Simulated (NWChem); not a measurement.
**One shape, several levels: doublet NO3**

We compute a comparison of 4 runs (U-r2SCAN/aug-cc-pVDZ, UB3LYP/aug-cc-pVDZ, UM06-2X/aug-cc-pVDZ, UPBE0/aug-cc-pVDZ) of doublet NO3. 

Program for the calculation: NWChem 7.3.0.

5 further runs of the same task are left out: 2 that didn't finish, 3 set aside as unsound or not needed. Runs told in other sessions of the task aren't counted.

## 1. The molecule

NO3 has 4 atoms, charge 0, and is taken as a doublet. As SMILES of the parent species, `O=[N+]([O-])[O-]`. The coordinates come from a PBE0-D4/def2-TZVPD relaxation. That shape belongs to the parent species and isn't relaxed for this state.

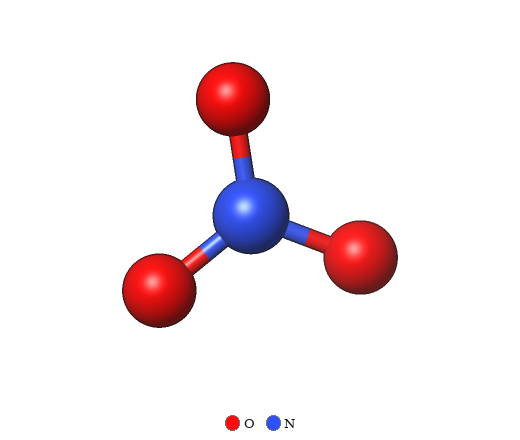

The structure, seen from a chosen angle (oxygen red, nitrogen blue).

## 2. A single-point energy at U-r2SCAN/aug-cc-pVDZ (run 1)

The input, run.py:

```python
from ase import Atoms
from ase.calculators.nwchem import NWChem

mol = Atoms(['O', 'N', 'O', 'O'], positions=[
    [0.296520, 0.524040, 1.091530],
    [0.000000, 0.000000, -0.000000],
    [0.470440, -1.113360, -0.305120],
    [-0.766950, 0.589330, -0.786420],
])

calc = NWChem(
    label='mymol',
    theory='dft',
    memory='2200 mb',
    basis='aug-cc-pVDZ',
    basispar='spherical bse',
    dft={'xc': 'r2scan', 'mult': '2', 'grid': 'fine', 'convergence': 'energy 1e-08', 'iterations': '100', 'mulliken': None},
    task='energy',
)
mol.calc = calc

e = mol.get_potential_energy()
print(f"E = {e:.6f} eV")
```

The run is started by

```sh
$ export ASE_NWCHEM_COMMAND="nwchem PREFIX.nwi > PREFIX.nwo"
$ python run.py
```

What it wrote:

```text
E = -7623.557315 eV
```

The calculator wrote mymol.nwi:

```
title "mymol"

permanent_dir mymol

scratch_dir mymol

start mymol

geometry units angstrom nocenter noautosym noautoz
  O  2.9652000000000001e-01 5.2403999999999995e-01 1.0915299999999999e+00
  N  0.0000000000000000e+00 0.0000000000000000e+00 -0.0000000000000000e+00
  O  4.7044000000000002e-01 -1.1133599999999999e+00 -3.0512000000000000e-01
  O  -7.6695000000000002e-01 5.8933000000000002e-01 -7.8642000000000001e-01
end

memory 2200 mb

basis spherical bse noprint
   * library aug-cc-pVDZ
end

dft
  xc r2scan
  mult 2
  grid fine
  convergence energy 1e-08
  iterations 100
  mulliken
end

task dft energy
```

mymol.nwo:

```text
Northwest Computational Chemistry Package (NWChem) 7.3.0
             --------------------------------------------------------

           Job information
           ---------------

    nwchem branch   = 7.3.0
    use scalapack   = T
    input           = mymol.nwi
    prefix          = mymol.
    data base       = mymol/mymol.db
    status          = startup
    nproc           =        1

           Memory information
           ------------------

    heap     =     72089596 doubles =      550.0 Mbytes
    stack    =     72089601 doubles =      550.0 Mbytes
    global   =    144179200 doubles =     1100.0 Mbytes (distinct from heap & stack)
    total    =    288358397 doubles =     2200.0 Mbytes
    verify   = yes
    hardfail = no

[... 90 lines left out ...]
  convergence criterion.
[... 17 lines left out ...]
          Convergence on gradient requested:  5.00D-04
[... 22 lines left out ...]
          Convergence aids based upon iterative change in
[... 28 lines left out ...]
 1-e energy   =    -618.581669
[... 51 lines left out ...]
         Total DFT energy =     -280.160566168101
[... 2 lines left out ...]
    Exchange-Corr. energy =      -32.312116680822
[... 657 lines left out ...]
                     DFT Final Beta Molecular Orbital Analysis
[... 743 lines left out ...]
 center of mass
 --------------
 x =   0.00000488 y =   0.00000488 z =  -0.00000488

 moments of inertia (a.u.)
 ------------------
         215.023384279010          46.858443252348         -44.739177367337
          46.858443252348         159.958065921081         -25.603690366559
         -44.739177367337         -25.603690366559         157.587969890390

     Multipole analysis of the density
     ---------------------------------

     L   x y z        total         alpha         beta         nuclear
     -   - - -        -----         -----         ----         -------
     0   0 0 0     -0.000000    -16.000000    -15.000000     31.000000

     1   1 0 0     -0.000005     -0.000092     -0.000064      0.000151
[... 8 lines of this table left out ...]
     2   0 0 2    -16.436753    -36.825258    -33.977161     54.365665

 Task  times  cpu:       27.4s     wall:       27.4s
 Total times  cpu:       27.4s     wall:       27.4s
```

Wall time 29 s (1 thread of INTEL XEON PLATINUM 8581C at 2.10GHz (Emerald Rapids), shared host); peak memory 0.11 GiB.

## 3. The energy at UB3LYP/aug-cc-pVDZ (run 2)

The input, no3.nw:

```
start no3
title "NO3 energy"
memory total 2200 mb

geometry units angstroms noautosym nocenter noautoz
 O     0.296520    0.524040    1.091530
 N     0.000000    0.000000    0.000000
 O     0.470440   -1.113360   -0.305120
 O    -0.766950    0.589330   -0.786420
end

basis spherical bse
 O library aug-cc-pVDZ
 N library aug-cc-pVDZ
end

dft
 xc b3lyp
 mult 2
 grid fine
 convergence energy 1e-08
 maxiter 100
 mulliken
end

task dft energy
```

The run is started by

```sh
$ nwchem no3.nw > no3.out
```

What it wrote:

```text
[...]
          Wavefunction type:  spin polarized.
          No. of atoms     :     4
          No. of electrons :    31
[...]
          Charge           :     0
          Spin multiplicity:     2
[...]
          AO basis - number of functions:    92
[...]
              XC Information
              --------------
                         B3LYP Method XC Potential
                     Hartree-Fock (Exact) Exchange  0.200
                        Slater Exchange Functional  0.800 local
                    Becke 1988 Exchange Functional  0.720 non-local
              Lee-Yang-Parr Correlation Functional  0.810
                  VWN I RPA Correlation Functional  0.190 local
[...]
 d= 0,ls=0.0,diis     1   -280.0286057921 -3.98D+02  1.22D-02  6.35D-01     3.5
[...]
 d= 0,ls=0.0,diis    10   -280.2721290929 -6.27D-09  3.55D-07  4.91D-09    24.1
[...]
         Total DFT energy =     -280.272129092940
      One electron energy =     -617.413861216690
           Coulomb energy =      251.189045560834
    Exchange-Corr. energy =      -32.419865497551
 Nuclear repulsion energy =      118.372552060467
[...]
      Total Density - Mulliken Population Analysis
     ---------------------------------------------
    Atom       Charge   Shell Charges
 -----------   ------   -------------------------------------------------------
    1 O    8     8.41   2.01  0.88  1.12  0.15  2.73  1.41  0.06  0.02  0.03
    2 N    7     5.76   2.01  0.80  0.31 -0.08  2.34  0.25 -0.08  0.21 -0.01
    3 O    8     8.41   2.01  0.88  1.12  0.15  2.73  1.41  0.06  0.02  0.03
    4 O    8     8.41   2.01  0.88  1.12  0.15  2.73  1.41  0.06  0.02  0.03
[...]
      <S2> =      0.7567 (Exact =     0.7500)
[...]
```

It took 25 s on 1 thread of INTEL XEON PLATINUM 8581C at 2.10GHz (Emerald Rapids), shared host; peak memory 0.11 GiB.

Run 3 isn't shown in full; the table further down has it.

## 4. A single-point energy at UPBE0/aug-cc-pVDZ (run 4)

The input, run.py:

```python
from ase import Atoms
from ase.calculators.nwchem import NWChem

system = Atoms(['O', 'N', 'O', 'O'], positions=[
    [0.296520, 0.524040, 1.091530],
    [0.000000, 0.000000, -0.000000],
    [0.470440, -1.113360, -0.305120],
    [-0.766950, 0.589330, -0.786420],
])

calc = NWChem(
    label='geom',
    theory='dft',
    memory='2200 mb',
    basis='aug-cc-pVDZ',
    basispar='spherical bse',
    dft={'xc': 'pbe0', 'mult': '2', 'grid': 'fine', 'convergence': 'energy 1e-08', 'iterations': '100', 'mulliken': None},
    task='energy',
)
system.calc = calc

print(f"energy = {system.get_potential_energy():.6f} eV")
```

The run is started by

```sh
$ export ASE_NWCHEM_COMMAND="nwchem PREFIX.nwi > PREFIX.nwo"
$ python run.py
```

What it wrote:

```text
energy = -7618.773261 eV
```

The calculator wrote geom.nwi:

```
title "geom"

permanent_dir geom

scratch_dir geom

start geom

geometry units angstrom nocenter noautosym noautoz
  O  2.9652000000000001e-01 5.2403999999999995e-01 1.0915299999999999e+00
  N  0.0000000000000000e+00 0.0000000000000000e+00 -0.0000000000000000e+00
  O  4.7044000000000002e-01 -1.1133599999999999e+00 -3.0512000000000000e-01
  O  -7.6695000000000002e-01 5.8933000000000002e-01 -7.8642000000000001e-01
end

memory 2200 mb

basis spherical bse noprint
   * library aug-cc-pVDZ
end

dft
  xc pbe0
  mult 2
  grid fine
  convergence energy 1e-08
  iterations 100
  mulliken
end

task dft energy
```

geom.nwo:

```text
Northwest Computational Chemistry Package (NWChem) 7.3.0
             --------------------------------------------------------

           Job information
           ---------------

    nwchem branch   = 7.3.0
    use scalapack   = T
    input           = geom.nwi
    prefix          = geom.
    data base       = geom/geom.db
    status          = startup
    nproc           =        1

           Memory information
           ------------------

    heap     =     72089596 doubles =      550.0 Mbytes
    stack    =     72089601 doubles =      550.0 Mbytes
    global   =    144179200 doubles =     1100.0 Mbytes (distinct from heap & stack)
    total    =    288358397 doubles =     2200.0 Mbytes
    verify   = yes
    hardfail = no

[... 90 lines left out ...]
  convergence criterion.
[... 17 lines left out ...]
          Convergence on gradient requested:  5.00D-04
[... 24 lines left out ...]
          Convergence aids based upon iterative change in
[... 28 lines left out ...]
 1-e energy   =    -618.581669
[... 51 lines left out ...]
         Total DFT energy =     -279.984755443821
[... 2 lines left out ...]
    Exchange-Corr. energy =      -32.120657939826
[... 659 lines left out ...]
                     DFT Final Beta Molecular Orbital Analysis
[... 743 lines left out ...]
 center of mass
 --------------
 x =   0.00000488 y =   0.00000488 z =  -0.00000488

 moments of inertia (a.u.)
 ------------------
         215.023384279010          46.858443252348         -44.739177367337
          46.858443252348         159.958065921081         -25.603690366559
         -44.739177367337         -25.603690366559         157.587969890390

     Multipole analysis of the density
     ---------------------------------

     L   x y z        total         alpha         beta         nuclear
     -   - - -        -----         -----         ----         -------
     0   0 0 0     -0.000000    -16.000000    -15.000000     31.000000

     1   1 0 0     -0.000008     -0.000076     -0.000083      0.000151
[... 8 lines of this table left out ...]
     2   0 0 2    -16.521118    -36.858211    -34.028572     54.365665

 Task  times  cpu:       20.2s     wall:       20.2s
 Total times  cpu:       20.3s     wall:       20.3s
```

Wall time 21 s (1 thread of INTEL XEON PLATINUM 8581C at 2.10GHz (Emerald Rapids), shared host); peak memory 0.11 GiB.

## 5. Overview of the runs

| run | level | energy (Eh) | dipole moment (D) | HOMO energy (eV) | LUMO energy (eV) | wall time |
| --- | --- | --- | --- | --- | --- | --- |
| 1 | U-r2SCAN/aug-cc-pVDZ | -280.160566 | 0.00 | -9.21 | -7.41 | 29 s |
| 2 | UB3LYP/aug-cc-pVDZ | -280.272129 | 0.00 | -10.46 | -6.92 | 25 s |
| 3 | UM06-2X/aug-cc-pVDZ | -280.147301 | 0.00 | -11.87 | -5.95 | 28 s |
| 4 | UPBE0/aug-cc-pVDZ | -279.984755 | 0.00 | -10.61 | -6.66 | 21 s |

## 6. Summary of results

| quantity | value |
| --- | --- |
| run 4: total energy | -279.98476 Eh |
| run 4: dipole moment | 0.00 D |
| run 4: HOMO energy (highest over α and β) | -10.61 eV |
| run 4: LUMO energy (lowest over α and β) | -6.66 eV |
| run 4: ⟨S²⟩ | 0.758 |

What this shows: Totals of different functionals can't be ranked against each other. All runs together took 1.7 min, the longest 29 s.
